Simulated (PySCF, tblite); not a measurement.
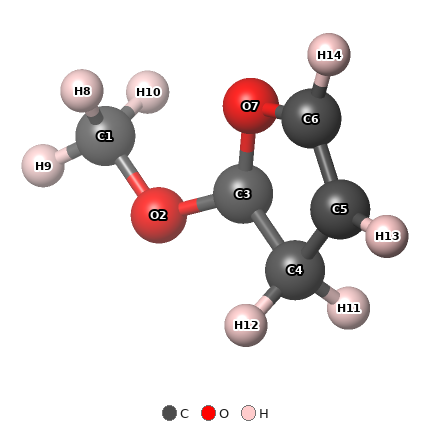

First-order isotropic EPR spectrum (fast tumbling, first derivative) of C₅H₇O₂, SMILES CO[C]1CC=CO1, doublet at 9.50 GHz, Lorentzian lines of 0.19 mT full width at half height, from computed g and hyperfine couplings (B3LYP/pcH-1, PySCF 2.14.0, at a GFN2-xTB geometry (a minimum by its frequencies), gas phase); values of one conformer, averaged over methyl-type rotors alone; other conformers aren't averaged in; no vibrational averaging; dilute isotopes left out. The SMILES is one Lewis form and needn't show where the spin sits.

Question: Give g and the hyperfine couplings.

Answer: g_iso = 2.0031, which centres the spectrum at 338.9 mT; it spans 8.4 mT.

```csv
nuclei,isotope,a (mT),a (MHz)
H12,¹H,3.73,104.4
H11,¹H,3.68,103.3
"H8, H9, H10",¹H,0.23,6.6
H13,¹H,−0.15,−4.3
H14,¹H,0.03,0.9
```

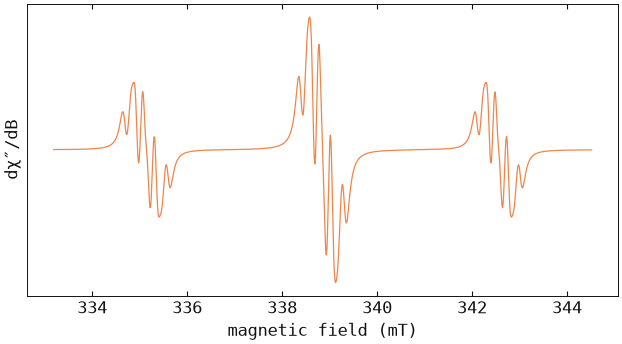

Caveats: the tight-binding geometry is rougher than a DFT one and adds to the error.
